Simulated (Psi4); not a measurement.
# SnNH2F (SMILES [NH2][Sn][F]) at 3 levels

Wanted: a comparison of 3 runs (B3LYP/def2-SVP, BLYP/def2-SVP, PBE0/def2-SVP) of SnNH2F. 

Program for the calculation: Psi4 1.11.

4 further runs of the same task are left out: 4 that didn't finish.

## Step 1: The system as given

SnNH2F: 5 atoms, total charge 0, spin state singlet. SMILES: `[NH2][Sn][F]`. The N1–H4 distance was set to 1.815 Å, away from the relaxed value. At this shape a bond of the SMILES string is far longer than usual.

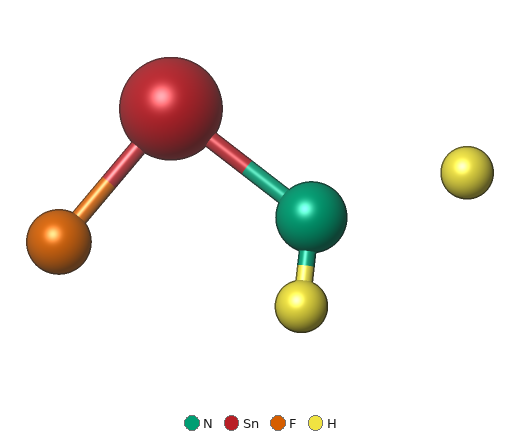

Viewed from a chosen angle; nitrogen teal, tin red, fluorine orange, hydrogen yellow.

## Step 2: Energy and forces at B3LYP/def2-SVP (core potential) (run 1)

The input, calc.py:

```python
import psi4

psi4.set_memory(1600000000)
psi4.set_num_threads(1)
psi4.core.set_output_file('psi4.out', False)

m = psi4.geometry("""
0 1
N      0.052220    -0.203541    -0.204660
Sn     0.694020    -0.752741     1.611840
F      1.322020    -2.474941     0.942940
H     -0.746800     1.369300    -0.629100
H      0.148920    -0.807941    -1.007960
symmetry c1
no_reorient
no_com
""")

options = {'basis': 'def2-SVP', 'puream': True, 'e_convergence': 1e-09, 'd_convergence': 1e-08, 'scf_type': 'pk', 'dft_radial_points': 99, 'dft_spherical_points': 590}
psi4.set_options(options)

E, wfn = psi4.gradient('B3LYP', molecule=m, return_wfn=True)
psi4.oeprop(wfn, 'MAYER_INDICES', 'QUADRUPOLE', 'LOWDIN_CHARGES')
print('gradient / Eh bohr^-1')
print(E.np.round(6))
print(f'energy = {wfn.energy():.10f} Eh')
```

Launch:

```
$ python calc.py
```

psi4.out:

```text
[...]
    !!!  WARNING: ECP capability is in beta. Please check occupations closely.  !!!
[...]
  Running in c1 symmetry.
[...]
  Nuclear repulsion =  122.509551932472405
[...]
  Multiplicity = 1
[...]
  Nalpha       = 20
  Nbeta        = 20
[...]
    Number of basis functions: 64
[...]
   @RKS iter   1:  -369.35000594670021   -1.26483e+00   1.68369e-02 ADIIS/DIIS
[...]
   @RKS iter  13:  -369.95838458893155   -1.43814e-11   7.65302e-09 DIIS
[...]
  @RKS Final Energy:  -369.95838458893155
   => Energetics <=
    Nuclear Repulsion Energy =            122.5095519324724052
    One-Electron Energy =                -836.4792317274741436
    Two-Electron Energy =                 373.2903544780601806
    DFT Exchange-Correlation Energy =     -29.2790592719899614
    Empirical Dispersion Energy =           0.0000000000000000
    VV10 Nonlocal Energy =                  0.0000000000000000
    Total Energy =                       -369.9583845889315512
[...]
  -Total Gradient:
     Atom            X                  Y                   Z
    ------   -----------------  -----------------  -----------------
       1        0.036628494175    -0.075244157108     0.012981645044
       2        0.000227031104    -0.010349140829    -0.020329485110
       3       -0.003116427600     0.009578817464     0.005454703530
       4       -0.037811507637     0.075851972802    -0.017151244972
       5        0.004107696999     0.000038457720     0.018950755824
[...]
 Multipole Moments:
 ------------------------------------------------------------------------------------
     Multipole            Electronic (a.u.)      Nuclear  (a.u.)        Total (a.u.)
 ------------------------------------------------------------------------------------
 L = 1.  Multiply by 2.5417464519 to convert [e a0] to [Debye]
 Dipole X            :        -51.2790328           50.8984126           -0.3806202
 Dipole Y            :         75.9323510          -75.0187238            0.9136272
 Dipole Z            :        -77.1097319           77.2468262            0.1370943
 Magnitude           :                                                    0.9991903
 L = 2.  Multiply by 1.3450342976 to convert [e a0^2] to [Debye ang]
 Quadrupole XX       :       -122.9108570           96.1516724          -26.7591845
 Quadrupole XY       :        152.9733896         -150.5481958            2.4251938
[...]
```

The script printed:

```text
gradient / Eh bohr^-1
[[ 3.6628e-02 -7.5244e-02  1.2982e-02]
 [ 2.2700e-04 -1.0349e-02 -2.0329e-02]
 [-3.1160e-03  9.5790e-03  5.4550e-03]
 [-3.7812e-02  7.5852e-02 -1.7151e-02]
 [ 4.1080e-03  3.8000e-05  1.8951e-02]]
energy = -369.9583845889 Eh
```

Wall time 14 s (1 thread of Intel Xeon Platinum 8259CL at 2.50GHz (Skylake/Cascade Lake), shared host); peak memory 0.67 GiB.

## Step 3: Energy and gradient at BLYP/def2-SVP (core potential) (run 2)

The input, input.inp:

```
memory 1600 MB

molecule {
  N      0.09868150    -0.38463675    -0.38675135
  Sn     1.31150773    -1.42247433     3.04593616
  F      2.49825573    -4.67696066     1.78189835
  H     -1.41124747     2.58760198    -1.18882671
  H      0.28141801    -1.52678721    -1.90476834
  units au
  symmetry c1
  no_reorient
  no_com
}

set basis def2-SVP
set puream true
set e_convergence 1e-09
set d_convergence 1e-08
set scf_type pk
set dft_radial_points 99
set dft_spherical_points 590

energy_value, wavefunction = gradient("blyp", return_wfn=True)
print_variables()
```

Launch:

```
$ psi4 -i input.inp -o input.out -n 1
```

input.out:

```text
[...]
    !!!  WARNING: ECP capability is in beta. Please check occupations closely.  !!!
[...]
  Running in c1 symmetry.
[...]
  Nuclear repulsion =  122.509552017975537
[...]
  Multiplicity = 1
[...]
  Nalpha       = 20
  Nbeta        = 20
[...]
    Number of basis functions: 64
[...]
   @RKS iter   1:  -369.07186714542593   -9.23590e-01   1.87162e-02 ADIIS/DIIS
[...]
   @RKS iter  15:  -369.82443408635174   -1.87583e-12   5.70319e-09 DIIS
[...]
    Orbital Energies [Eh]
    ---------------------
    Doubly Occupied:
       1A    -24.218687     2A    -14.036154     3A     -4.891975
       4A     -3.274309     5A     -3.270659     6A     -3.267653
       7A     -0.987680     8A     -0.937274     9A     -0.933242
      10A     -0.930816    11A     -0.928347    12A     -0.904063
      13A     -0.696580    14A     -0.430193    15A     -0.351190
      16A     -0.304162    17A     -0.291312    18A     -0.281357
      19A     -0.234870    20A     -0.212645
[...]
  @RKS Final Energy:  -369.82443408635174
   => Energetics <=
    Nuclear Repulsion Energy =            122.5095520179755368
    One-Electron Energy =                -836.3529280870791354
    Two-Electron Energy =                 380.0019061863164893
    DFT Exchange-Correlation Energy =     -35.9829642035646984
    Empirical Dispersion Energy =           0.0000000000000000
    VV10 Nonlocal Energy =                  0.0000000000000000
    Total Energy =                       -369.8244340863517436
[...]
 Multipole Moments:
 ------------------------------------------------------------------------------------
     Multipole            Electronic (a.u.)      Nuclear  (a.u.)        Total (a.u.)
 ------------------------------------------------------------------------------------
 L = 1.  Multiply by 2.5417464519 to convert [e a0] to [Debye]
 Dipole X            :        -51.2413467           50.8984127           -0.3429341
 Dipole Y            :         75.8242798          -75.0187237            0.8055561
 Dipole Z            :        -77.1596552           77.2468262            0.0871709
 Magnitude           :                                                    0.8798427
[...]
  -Total Gradient:
     Atom            X                  Y                   Z
    ------   -----------------  -----------------  -----------------
       1        0.036428511975    -0.075166322184     0.012227372644
       2        0.000294945413    -0.015473745788    -0.030597512852
       3       -0.005955244989     0.017381782165     0.008515512624
       4       -0.033822942844     0.068121228254    -0.014782647550
       5        0.003098421788     0.004983463041     0.024521348671
[...]
```

It took 27 s on 1 thread of Intel Xeon Platinum 8259CL at 2.50GHz (Skylake/Cascade Lake), shared host; peak memory 0.66 GiB.

## Step 4: Energy and gradient at PBE0/def2-SVP (core potential) (run 3)

The input, input.json:

```json
{
 "schema_name": "qcschema_input",
 "schema_version": 1,
 "molecule": {
  "schema_name": "qcschema_molecule",
  "schema_version": 2,
  "symbols": ["N", "Sn", "F", "H", "H"],
  "geometry": [0.0986815, -0.38463675, -0.38675135, 1.31150773, -1.42247433, 3.04593616, 2.49825573, -4.67696066, 1.78189835, -1.41124747, 2.58760198, -1.18882671, 0.28141801, -1.52678721, -1.90476834],
  "molecular_charge": 0,
  "molecular_multiplicity": 1,
  "fix_symmetry": "c1"
 },
 "driver": "gradient",
 "model": {
  "method": "pbe0",
  "basis": "def2-SVP"
 },
 "keywords": {
  "puream": true,
  "e_convergence": 1e-09,
  "d_convergence": 1e-08,
  "scf_type": "pk",
  "dft_radial_points": 99,
  "dft_spherical_points": 590,
  "scf_properties": ["DIPOLE", "MULLIKEN_CHARGES", "QUADRUPOLE"]
 }
}
```

Launch:

```
$ psi4 --qcschema input.json -n 1 --memory 1600MB
```

stdout:

```text
[...]
    !!!  WARNING: ECP capability is in beta. Please check occupations closely.  !!!
[...]
  Running in c1 symmetry.
[...]
  Nuclear repulsion =  122.509552017975537
[...]
  Multiplicity = 1
[...]
  Nalpha       = 20
  Nbeta        = 20
[...]
    Number of basis functions: 64
[...]
   @RKS iter   1:  -369.18833912006329   -1.36397e+00   1.56596e-02 DIIS/ADIIS
[...]
   @RKS iter  13:  -369.72266197226975   -4.83169e-12   4.93693e-09 DIIS
[...]
  @RKS Final Energy:  -369.72266197226975
   => Energetics <=
    Nuclear Repulsion Energy =            122.5095520179755368
    One-Electron Energy =                -836.4876584227696412
    Two-Electron Energy =                 371.5770377248988439
    DFT Exchange-Correlation Energy =     -27.3215932923745051
    Empirical Dispersion Energy =           0.0000000000000000
    VV10 Nonlocal Energy =                  0.0000000000000000
    Total Energy =                       -369.7226619722697478
[...]
 Multipole Moments:
 ------------------------------------------------------------------------------------
     Multipole            Electronic (a.u.)      Nuclear  (a.u.)        Total (a.u.)
 ------------------------------------------------------------------------------------
 L = 1.  Multiply by 2.5417464519 to convert [e a0] to [Debye]
 Dipole X            :          1.6112454           -2.0216998           -0.4104544
 Dipole Y            :          7.8922612           -6.9240395            0.9682217
 Dipole Z            :         23.7013738          -23.5886648            0.1127090
 Magnitude           :                                                    1.0576527
 L = 2.  Multiply by 1.3450342976 to convert [e a0^2] to [Debye ang]
 Quadrupole XX       :        -57.1002296           31.4876440          -25.6125855
 Quadrupole XY       :         55.1639480          -54.7398884            0.4240596
[...]
  -Total Gradient:
     Atom            X                  Y                   Z
    ------   -----------------  -----------------  -----------------
       1        0.036628978367    -0.076671864998     0.010033291661
       2        0.000925379715    -0.008575428900    -0.013456967125
       3       -0.001781657293     0.005981490673     0.004163169128
       4       -0.039855521360     0.079773433759    -0.018448083894
       5        0.004114455557    -0.000618725733     0.017624877633
[...]
```

The result, in JSON:

```text
{
 "driver": "gradient",
 "model": {
  "method": "pbe0",
  "basis": "def2-SVP"
 },
 "success": true,
 "return_result": [0.03662897836736049, -0.07667186499779975, 0.01003329166073634, 0.0009253797148037514, -0.008575428899797247, -0.013456967125394376, -0.0017816572928942911, 0.005981490673499373, 0.0041631691279575, -0.03985552136044336, 0.07977343375866561, -0.018448083893962304, 0.00411445555686735, -0.0006187257331108365, 0.017624877633119068],
 "properties": {
  "calcinfo_nbasis": 64,
  "calcinfo_nmo": 64,
  "calcinfo_nalpha": 20,
  "calcinfo_nbeta": 20,
  "calcinfo_natom": 5,
  "nuclear_repulsion_energy": 122.50955201797554,
  "return_energy": -369.72266197226975,
  "return_gradient": [0.03662897836736049, -0.07667186499779975, 0.01003329166073634, 0.0009253797148037514, -0.008575428899797247, -0.013456967125394376, -0.0017816572928942911, 0.005981490673499373, 0.0041631691279575, -0.03985552136044336, 0.07977343375866561, -0.018448083893962304, 0.00411445555686735, -0.0006187257331108365, 0.017624877633119068],
  "scf_one_electron_energy": -836.4876584227696,
  "scf_two_electron_energy": 371.57703772489884,
  "scf_xc_energy": -27.321593292374505,
  "scf_dipole_moment": [-0.4104543984292697, 0.96822166544806, 0.11270900354323032],
  "scf_total_energy": -369.72266197226975,
  "scf_total_gradient": [0.03662897836736049, -0.07667186499779975, 0.01003329166073634, 0.0009253797148037514, -0.008575428899797247, -0.013456967125394376, -0.0017816572928942911, 0.005981490673499373, 0.0041631691279575, -0.03985552136044336, 0.07977343375866561, -0.018448083893962304, 0.00411445555686735, -0.0006187257331108365, 0.017624877633119068],
  "scf_iterations": 13
 }
}
```

Wall time 19 s (1 thread of Intel Xeon Platinum 8259CL at 2.50GHz (Skylake/Cascade Lake), shared host); peak memory 0.67 GiB.

## Step 5: The series

```csv
run,level,energy (Eh),dipole moment (D),HOMO energy (eV),LUMO energy (eV),wall time
1,B3LYP/def2-SVP (core potential),-369.958385,2.54,-7.05,-3.12,14 s
2,BLYP/def2-SVP (core potential),-369.824434,2.24,-5.79,-3.74,27 s
3,PBE0/def2-SVP (core potential),-369.722662,2.69,-7.30,-2.89,19 s
```

## Step 6: What came out

```
                       quantity          value
            run 3: total energy  -369.72266 Eh
           run 3: dipole moment         2.69 D
             run 3: HOMO energy       -7.30 eV
             run 3: LUMO energy       -2.89 eV
           run 3: HOMO–LUMO gap        4.41 eV
run 3: largest force on an atom     4.683 eV/Å
```

**Reading.** The dipole moment (its size) runs from 2.24 D (BLYP/def2-SVP) to 2.69 D (PBE0/def2-SVP). The HOMO–LUMO gap runs from 2.05 eV (BLYP/def2-SVP) to 4.41 eV (PBE0/def2-SVP). Totals of different functionals can't be ranked against each other. In runs 1, 2, 3 a closed-shell determinant meets a far-stretched bond, which it describes badly. All runs together took 59 s, the longest 27 s.
